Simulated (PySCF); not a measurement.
**C₅H₃, doublet, SMILES `C#CC#C[CH2]`: what the electrons do**

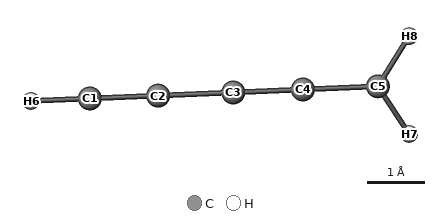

The molecule, with its atoms numbered as below. No frequency check shows the geometry to be a minimum.

Cartesian coordinates (Å):

```
C1       2.6164   -0.0003    0.0000
C2       1.4022    0.0002    0.0000
C3       0.0668    0.0007    0.0000
C4      -1.1713   -0.0005    0.0000
C5      -2.5050   -0.0001    0.0000
H6       3.6643   -0.0007    0.0000
H7      -3.0591    0.9227    0.0000
H8      -3.0593   -0.9228    0.0000
```

## 1. Bonding charge

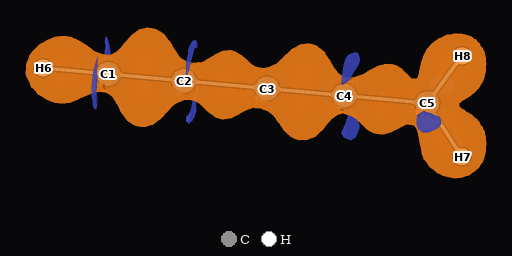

Deformation density (molecule less spherical, spin-averaged free atoms at the same positions), surfaces at ±0.1 e/Å³; orange: gain, blue: loss.

Method: M06-2X/6-31+G*; geometry: GFN2-xTB; program: PySCF. The stability of the open-shell solution wasn't checked. GFN2-xTB doesn't know the spin state, so this open-shell geometry is rough.

Question: How much density has each bond gained at its critical point, relative to the free atoms?

Answer: C3–C4: +0.75 e/Å³ at the bond critical point (bond length 1.24 Å). C1–H6: +0.75 e/Å³ at the bond critical point (bond length 1.05 Å). C1–C2: +0.73 e/Å³ at the bond critical point (bond length 1.21 Å). C5–H8 and C5–H7: +0.69 e/Å³ at the bond critical point (bond length 1.08 Å). C4–C5: +0.64 e/Å³ at the bond critical point (bond length 1.33 Å). C2–C3: +0.63 e/Å³ at the bond critical point (bond length 1.33 Å). In all, 2.0 electrons gather in the regions of gain relative to the promolecule.

Question: Where do the Hirshfeld charges lie?

Answer: The highest Hirshfeld charge is on H6 (+0.10 e), the lowest on C1 (−0.06 e).

```
atom  charge (e)
  C1       −0.06
  C2       −0.05
  C3       −0.03
  C4       −0.04
  C5       −0.05
  H6       +0.10
  H7       +0.07
  H8       +0.07
```

## 2. Local ionisation energy

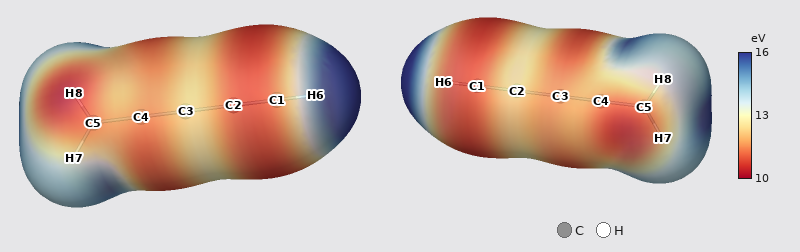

Average local ionisation energy on the surface of electron density 0.001 a.u. (back view left, front view right).

Question: Locate the minima of the map.

Answer: The lowest value is 10.2 eV, off the molecular plane, over C5 (2.0 Å), and at like points elsewhere. Further minima include 10.6 eV, off the molecular plane, over C1 (2.0 Å), and at like points elsewhere. For comparison, the highest occupied orbital lies at −7.0 eV.

Question: What volume does the surface enclose, and what is the dipole moment?

Answer: About 101 Å³; the dipole moment is 0.3 D.

## 3. Spin density

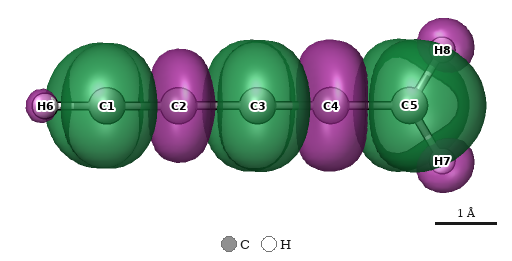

Spin density ρα − ρβ at ±0.01 e/Å³ (green: excess α, purple: excess β).

Question: Where is the unpaired spin?

Answer: Hirshfeld spin populations: C5 +0.44, C3 +0.32 and C1 +0.24. Spin polarisation leaves negative spin on C4 (−0.05). ⟨S²⟩ = 0.79, against 0.75 for a pure state. The picture also shows regions of β spin from spin polarisation; the Hirshfeld sums, whose atoms overlap, net them against the α spin of neighbours.
